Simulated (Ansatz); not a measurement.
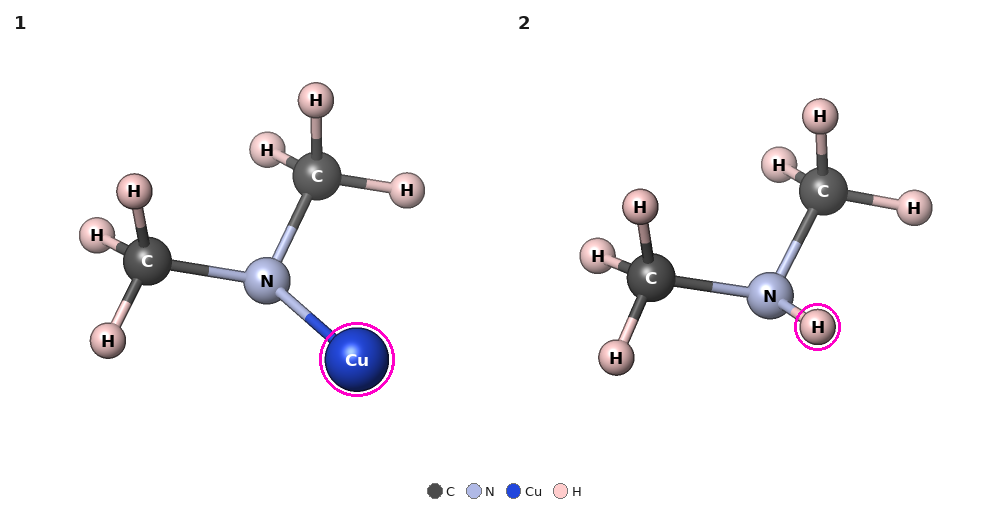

2 molecules with one skeleton, seen from the same side and at one scale; the atom that differs is circled. Each species is neutral and a spin singlet. Computed geometries: PBE0-D4/def2-TZVP optimisations, one conformation each. Properties computed with Ansatz 0.2.0.

One atom differs, called X below: Cu in panel 1, H in panel 2. Their formulas are C2H6CuN (`C[N](C)[Cu]`), C2H7N (`CNC`).

In which is the length of X–N larger (PBE0-D4/def2-TZVP)?

Answer. In panel 1 (X = Cu).

In which is the mean angle C–N–X larger (PBE0-D4/def2-TZVP)?

Answer. In panel 1 (X = Cu).

Give the values. With PBE0-D4/def2-TZVP: length of X–N (Å), mean angle C–N–X (°). With PBE0-D4/def2-QZVPP: HOMO energy (Kohn–Sham orbital) (eV), HOMO–LUMO gap (eV).

```csv
quantity,1 (Cu),2 (H),2 − 1
length of X–N (Å),1.838,1.011,−0.827
mean angle C–N–X (°),116.0,109.8,−6.2
HOMO energy (Kohn–Sham orbital) (eV),−5.13,−6.41,−1.28
HOMO–LUMO gap (eV),2.92,7.16,+4.24
```
